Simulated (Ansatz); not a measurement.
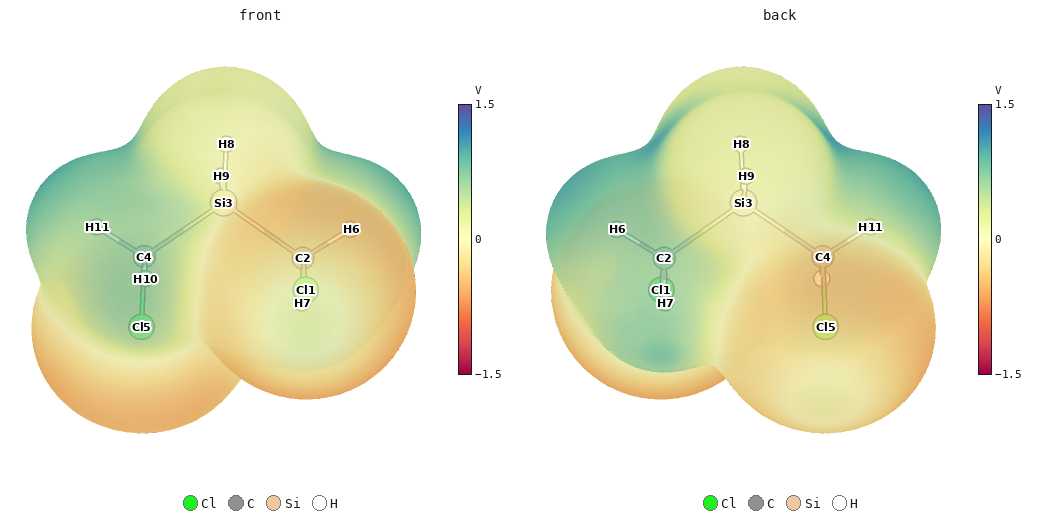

C₂H₆Cl₂Si (SMILES ClC[SiH2]CCl). The electrostatic potential painted on the density surface at 0.001 e/bohr³, seen from the front and from behind; the colour scale runs from red (negative) to blue (positive).

Geometry: PBE0-D4/def2-TZVP.

These are results of RKS PBE0-D4/def2-TZVPP (Ansatz 0.2.0), not measurements.

```yaml
atoms:
  - { symbol: Cl, position_ang: [2.4535, -0.3447, -0.0457] }
  - { symbol: C, position_ang: [1.1495, 0.2554, 1.0191] }
  - { symbol: Si, position_ang: [-0.4870, -0.4917, 0.4734] }
  - { symbol: C, position_ang: [-0.8415, 0.0265, -1.2986] }
  - { symbol: Cl, position_ang: [-0.9478, 1.8088, -1.3794] }
  - { symbol: H, position_ang: [1.4069, -0.0194, 2.0421] }
  - { symbol: H, position_ang: [1.1375, 1.3427, 0.9421] }
  - { symbol: H, position_ang: [-0.4010, -1.9738, 0.5473] }
  - { symbol: H, position_ang: [-1.5751, 0.0014, 1.3579] }
  - { symbol: H, position_ang: [-0.0438, -0.2853, -1.9730] }
  - { symbol: H, position_ang: [-1.7858, -0.3768, -1.6646] }
```

> Describe the electrostatic potential map.

The most negative region (about −0.6 V, or −14 kcal/mol for a unit charge) lies over Cl1 and Cl5, the most positive (about +1.0 V, or +23 kcal/mol for a unit charge) over Si3, H6 and H11.
